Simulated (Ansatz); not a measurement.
## Frequency calculation of AlN₂H₅

AlN₂H₅, computed with RKS B3LYP-D4/def2-SVP (Ansatz 0.2.0).

It belongs to a series of runs on one base structure; here: vibrations at the highest image of the band. Figures and captions count atoms from 1; the log counts them from 0 in places.

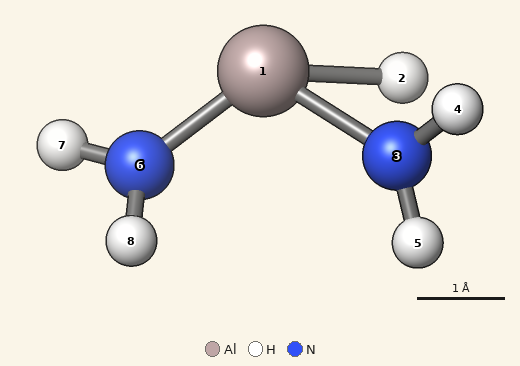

Figure 1. The structure (ball-and-stick view, seen at a tilt; atoms are numbered from 1 in the order of the input). Sticks mark near contacts. Bond lengths as drawn: Al–H 1.71 Å, Al–N 1.79 to 1.92 Å and H–N 1.02 to 1.03 Å.

## Input
```yaml
crystal:
  periodic: [false, false, false]
  atoms:
    - { symbol: Al, position_ang: [-0.11232, -0.746025, 0.31235] }
    - { symbol: H, position_ang: [1.031622, -0.182367, 1.454858] }
    - { symbol: "N", position_ang: [1.62196, 0.053073, 0.100226] }
    - { symbol: H, position_ang: [2.423498, -0.558793, 0.269899] }
    - { symbol: H, position_ang: [1.960732, 0.938917, -0.305105] }
    - { symbol: "N", position_ang: [-1.285436, 0.036737, -0.793193] }
    - { symbol: H, position_ang: [-2.292928, -0.093285, -0.757887] }
    - { symbol: H, position_ang: [-1.039231, 0.551741, -1.636948] }
basis:
  gaussian: { orbitals: def2-SVP }
hamiltonian:
  xc: b3lyp
  dispersion: d4
phonons: {}
```

Machine: 1 thread of Arm Neoverse V2, 24 GiB of memory available, shared host.

Launch command:
```bash
ansatz run input.yaml --threads 1 --pin off --max-ram 2048MiB --backend cpu --events-out ev --progress --plain --runs-dir out
```

## Output
```
Engine: ansatz 0.2.0, aarch64-unknown-linux-gnu
Functional definition: B3LYP
  parameter a0 = 0.2
  parameter ax = 0.72
  parameter ac = 0.81
  exchange = (1 - a0 - ax)*slater_x + ax*b88_x + a0*exact_x
  correlation = (1 - ac)*vwn_rpa_c + ac*lyp_c
761 factors; integrals over basis functions are off by at most 3.3e-4 eV
mean field evaluation 1: about -9639.2076 eV, gradient 8.2e1 eV
mean field evaluation 2: about -9595.7374 eV, gradient 1.4e2 eV
mean field evaluation 4: about -9652.9802 eV, gradient 1.5e1 eV
mean field evaluation 8: about -9653.5757 eV, gradient 9.6e-2 eV
mean field -9653.57573343 eV, -354.7623647747 hartree, gradient 3.3e-5 eV, S^2 0.000000; 0 other end points of the search recorded, 0 dependent functions left out
the calculation of the forces begins
reference -9653.57596642 eV, -354.7623733373 hartree; 16, 16 occupied and 55, 55 virtual orbitals, 761 factors
these checks for a lower state are left out or cut short: stability, starts, cluster_reference, orbital_swaps, neighbouring_geometries, increment
761 factors; integrals over basis functions are off by at most 3.3e-4 eV
mean field evaluation 16: about -9653.5771 eV, gradient 1.2e-1 eV
mean field -9653.57572111 eV, -354.7623643223 hartree, gradient 8.9e-7 eV, S^2 0.000000; 0 other end points of the search recorded, 0 dependent functions left out
[... from here on the field's lines of each further geometry are left out, up to the last ...]
the calculation of the forces begins
reference -9653.57585985 eV, -354.7623694208 hartree; 16, 16 occupied and 55, 55 virtual orbitals, 761 factors
these checks for a lower state are left out or cut short: stability, starts, cluster_reference, orbital_swaps, neighbouring_geometries, increment
761 factors; integrals over basis functions are off by at most 3.3e-4 eV
mean field -9653.57565047 eV, -354.7623617263 hartree, gradient 1.8e-6 eV, S^2 0.000000; 0 other end points of the search recorded, 0 dependent functions left out
the calculation of the forces begins
reference -9653.57588346 eV, -354.7623702884 hartree; 16, 16 occupied and 55, 55 virtual orbitals, 761 factors
WARN: phonons: modes at or below zero, which the zero-point energy, F, S and C_V leave out: 1, the lowest at -1367.03 cm⁻¹. A minimum has none, and a first-order saddle one
Total energy: -9653.74802462 eV, -354.7686963595 hartree
Atom 0 at    -0.112320    -0.746025     0.312350 Å, force     0.000027     0.000040    -0.000143 eV/Å
Atom 1 at     1.031622    -0.182367     1.454858 Å, force     0.000036     0.000015     0.000078 eV/Å
Atom 2 at     1.621960     0.053073     0.100226 Å, force    -0.000098    -0.000008     0.000027 eV/Å
Atom 3 at     2.423498    -0.558793     0.269899 Å, force    -0.000015     0.000000    -0.000014 eV/Å
Atom 4 at     1.960732     0.938917    -0.305105 Å, force     0.000047     0.000003    -0.000026 eV/Å
Atom 5 at    -1.285436     0.036737    -0.793193 Å, force    -0.000042    -0.000058     0.000121 eV/Å
Atom 6 at    -2.292928    -0.093285    -0.757887 Å, force     0.000009     0.000027    -0.000044 eV/Å
Atom 7 at    -1.039231     0.551741    -1.636948 Å, force     0.000036    -0.000019     0.000001 eV/Å
Dipole moment:     0.244191     0.250547    -0.366127 e Å
Vibrations: -1367.03 180.48 273.45 341.86 411.65 528.46 555.05 667.15 720.31 794.87 1025.44 1498.86 1518.94 1611.69 3370.02 3537.00 3551.54 3633.89 cm⁻¹, zero-point energy 1.501489 eV
```

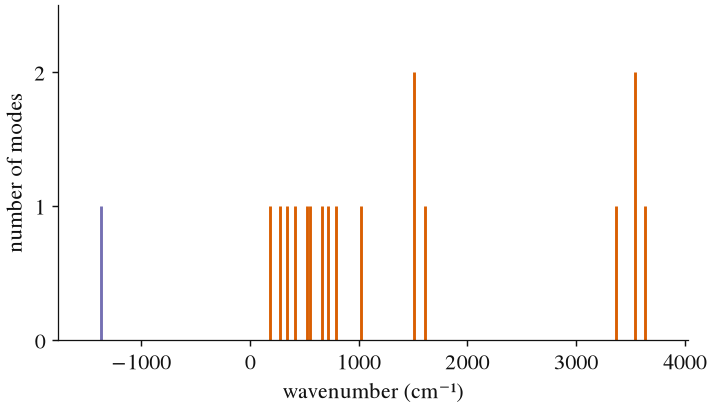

Figure 2. Harmonic vibrational wavenumbers from the force constants; neighbouring modes closer than 23 cm⁻¹ are counted in one stick, and imaginary ones are drawn at negative wavenumbers. 18 modes from 1367i to 3634 cm⁻¹, 1 imaginary beyond 8i (1367i cm⁻¹): a first-order saddle point, if the geometry is stationary.

## Results in brief

| quantity | value |
| --- | --- |
| outcome | converged |
| total energy | −9653.7480 eV |
| mean-field energy | −9653.5760 eV |
| largest force (length of the vector) | under 0.001 eV/Å |
| wall time | 54 s |
| peak memory | 0.13 GiB |
